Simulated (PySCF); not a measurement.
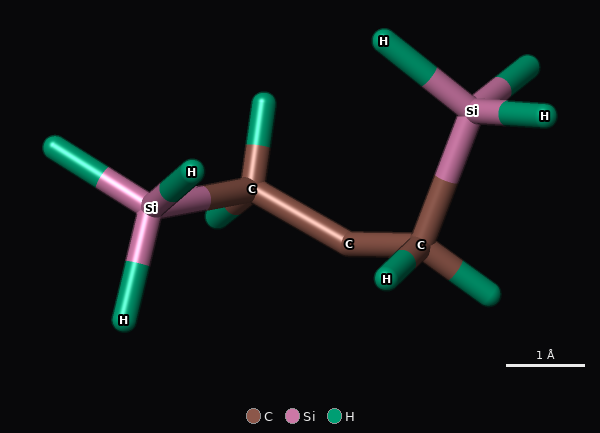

Figure 1. The structure (stick view, seen at a tilt).

## EPR calculation of C$_{3}$H$_{10}$Si$_{2}$

The run: EPR calculation of C$_{3}$H$_{10}$Si$_{2}$, multiplicity 3, SMILES [SiH3]C[C]C[SiH3]. Method and program: UKS B3LYP, IGLO-III on C Si, pcH-1 on H, non-relativistic, mean-field spin-orbit, GIAO (PySCF 2.14.0).

Log
```
UKS, coarse grid
  cycle   1  E = -699.25441173  |g| = 2.81e-01
  cycle   2  E = -699.24938782  |g| = 2.93e-01
  cycle   3  E = -699.29310078  |g| = 5.42e-02
  cycle   4  E = -699.29483781  |g| = 1.88e-02
  cycle   5  E = -699.29503339  |g| = 7.81e-03
  cycle   6  E = -699.29506930  |g| = 2.24e-03
  cycle   7  E = -699.29507250  |g| = 6.74e-04
UKS, final grid
  cycle   1  E = -699.29505333  |g| = 6.85e-04
  cycle   2  E = -699.29505329  |g| = 7.60e-04
  cycle   3  E = -699.29505361  |g| = 8.81e-05
  cycle   4  E = -699.29505361  |g| = 2.37e-05
E = -699.29505361 Eh   <S^2> = 2.0076 (exact 2.0000)
g shifts (ppm)      1          2          3
  rmc          -151       -151       -151
  gc             19        -21         19
  oz_so        -258        522        572
  total        -389        351        440
hyperfine (MHz)  atom isotope    a_iso     a_fc   dipolar eigenvalues
    0   13C     225.30     225.46    -71.94     26.76     45.19
    1   13C      -2.77      -2.77     -4.07     -2.95      7.02
    2  29Si     -65.17     -65.26    -10.79      5.05      5.74
    3   13C      -2.63      -2.63     -4.07     -2.94      7.01
    4  29Si     -65.44     -65.53    -10.76      5.03      5.73
    5    1H      76.78      76.78     -4.68     -3.01      7.69
    6    1H      44.32      44.32     -5.25     -4.99     10.24
    7    1H      11.59      11.59     -1.52     -0.92      2.44
    8    1H      -1.23      -1.23     -2.06     -1.30      3.36
    9    1H      -1.68      -1.68     -2.22     -1.45      3.67
   10    1H      76.61      76.61     -4.68     -3.00      7.67
   11    1H      44.20      44.20     -5.26     -4.98     10.24
   12    1H      -1.72      -1.72     -2.24     -1.46      3.70
   13    1H      -1.22      -1.23     -2.06     -1.30      3.36
   14    1H      11.73      11.73     -1.52     -0.92      2.44
zero-field splitting (cm-1)  D = 0.6269  E = 0.0474  (spin-spin 0.5983, spin-orbit 0.0288)
```

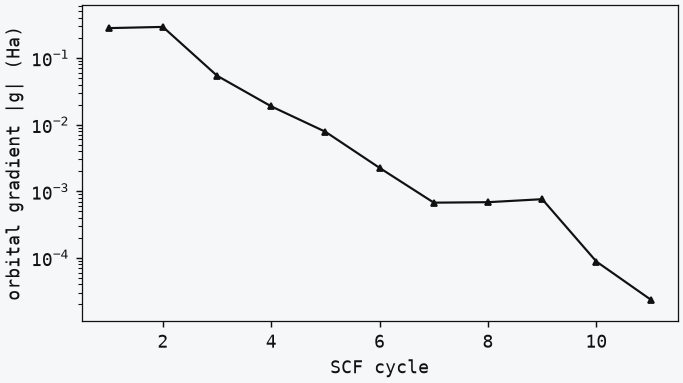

Figure 2. Convergence of the self-consistent field: orbital gradient |g| against the SCF cycle. All cycles printed in the log are drawn one after another.

This output came from the following input.

Input file
```
{"job": {"kind": "epr"}, "charge": 0, "multiplicity": 3}
C      0.017900    -0.614002    -1.063000
C     -0.963669     0.470775    -1.039073
Si    -2.180753     0.327712     0.421999
C      0.987125    -1.137416    -0.099805
Si     2.184141     0.204947     0.533659
H     -0.492096     1.476524    -0.992603
H     -1.569703     0.465996    -1.962573
H     -3.138749     1.476840     0.421702
H     -1.427442     0.332718     1.713487
H     -2.944990    -0.951849     0.320488
H      0.503247    -1.607620     0.783967
H      1.604387    -1.928841    -0.560818
H      2.948931     0.780804    -0.613193
H      1.412382     1.302973     1.192491
H      3.142674    -0.370054     1.528052
```

The first line tells a small driver script what to run in PySCF; the rest is the geometry in Å.

Launch command:
```bash
OMP_NUM_THREADS=1 python <driver script> task.json out
```

Summary

```csv
quantity,value
outcome,converged
total energy,−699.295054 hartree
⟨S²⟩,2.008
isotropic g,2.0025
hardware,"1 CPU thread, shared host"
wall time,86 s
peak memory,1 GiB
```
